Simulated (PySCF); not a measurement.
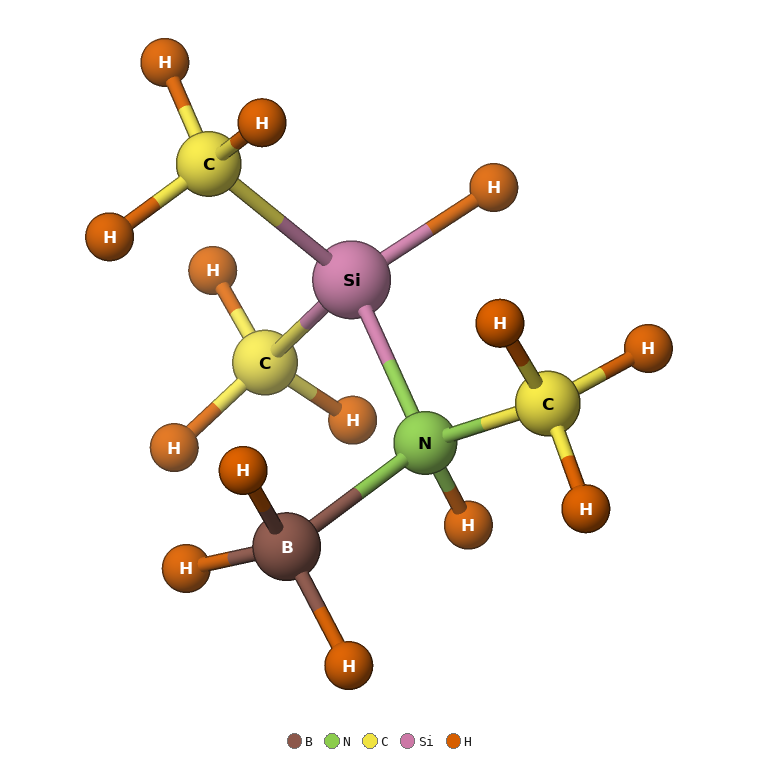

The computed structure is the end point of a GFN2-xTB optimisation. No frequency run is at hand to confirm it as a minimum. Properties computed with PBE0/def2-SVPD, gas phase (PySCF 2.14.0). Excitations: vertical, linear response.

Question: What is the HOMO energy (Kohn–Sham orbital)?

Answer: −7.67 eV.

Question: What is the lowest vertical singlet excitation?

Answer: 6.86 eV.

Question: What is the mean static polarisability?

Answer: 88.6 bohr³.

Question: Estimate the LUMO energy (Kohn–Sham orbital).

Answer: 0.28 eV.

The geometry is semi-empirical. Around B, Si such bond lengths and angles can be off by a tenth of an ångström or more and by several degrees, and values that hang on the shape move with them.
